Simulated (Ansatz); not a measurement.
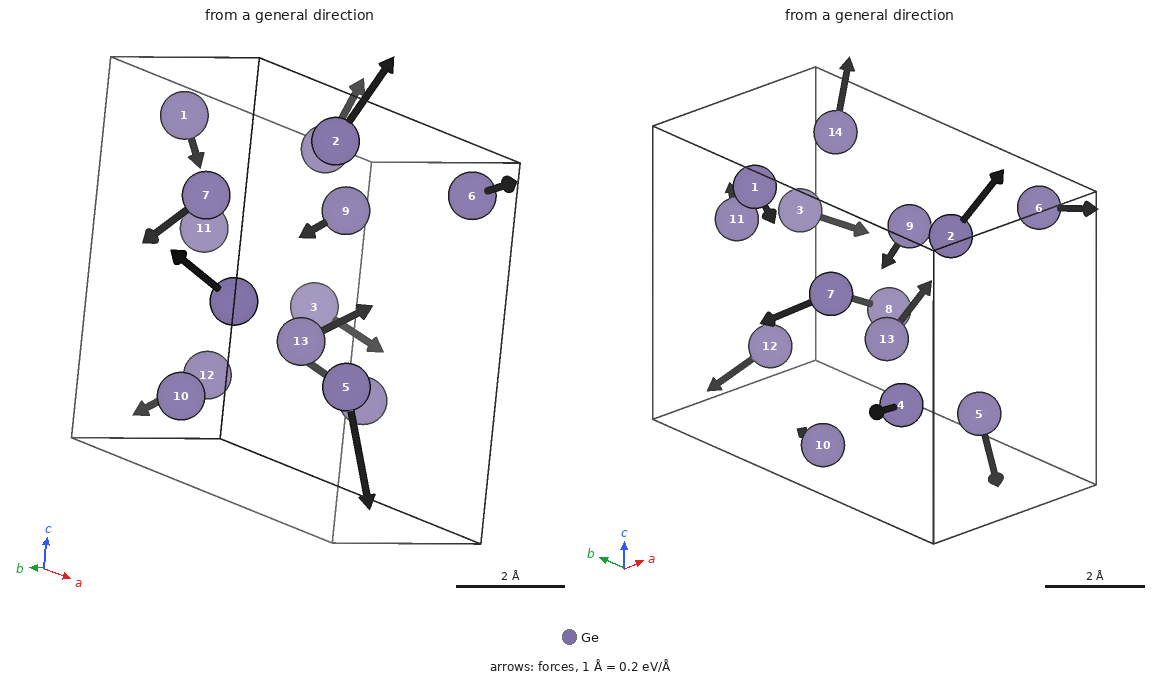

We look at a spheres-only model of the crystal from two general directions. The frame is the simulation cell; atoms at its boundary are shown with their periodic copies. The arrows are the computed forces on the atoms.

System: Ge. Method used: DFT PBE, scalar-relativistic, plane waves, PAW in Ansatz 0.2.0. It ran with a kinetic-energy cutoff of 420 eV, a 6×5×5 grid in reciprocal space, Gaussian smearing of 0.1 eV, no spin polarisation.

**Has this structure been optimised to equilibrium?**

No. The atoms still feel forces of up to about 0.39 eV/Å, far above a usual threshold of 0.01 to 0.03 eV/Å.

**Which atom feels the largest force?**

Ge5, about 0.39 eV/Å.

The structure was taken from a structure type filled with this element by a generator (whether the element takes this form wasn't checked). Earlier steps of the study may have refined or changed the cell and positions. An electronic-structure calculation with Ansatz was run on it.
